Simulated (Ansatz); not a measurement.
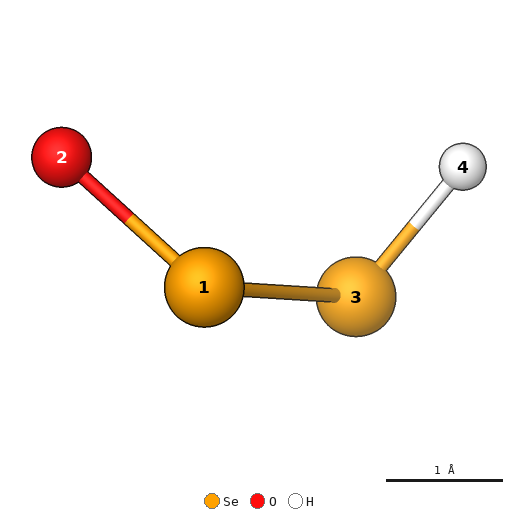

Numbered structure. State: charge −1, singlet. Computed geometry: PBE0-D4/def2-TZVPD optimisation. No frequency run is at hand to confirm it as a minimum.

Which atoms are bonded, and how long are the bonds?

```tsv
bond	length (Å)
Se1–O2	1.686
Se1–Se3	2.425
Se3–H4	1.481
```
